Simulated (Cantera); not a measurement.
Input: 1 mol BN, 0.85 mol O2, 2.8 mol N2, 5.5 mol H2, held at 1.00 Torr.

These are equilibrium values from Cantera (NASA tables, ideal gas, pure condensed phases), not measurements of a reactor. Candidate condensed phases: B, BN, B2O3, B3O3H3, H2O; 39 gas species. Kinetics and transport are ignored.

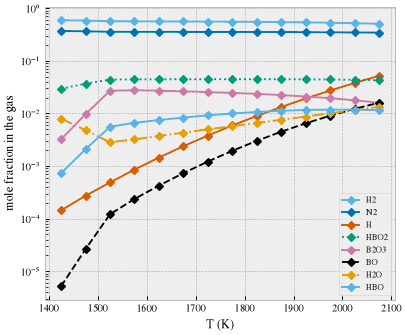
Fig. 1. Equilibrium gas composition (values under 1e-9 drawn at 1e-9)

Question: Read off the mole fractions at 2075 K.

Answer: H2 about 0.50, N2 about 0.34, H about 0.052, HBO2 about 0.043, BO about 0.016, B2O3 about 0.016, H2O about 0.013, HBO about 0.011.
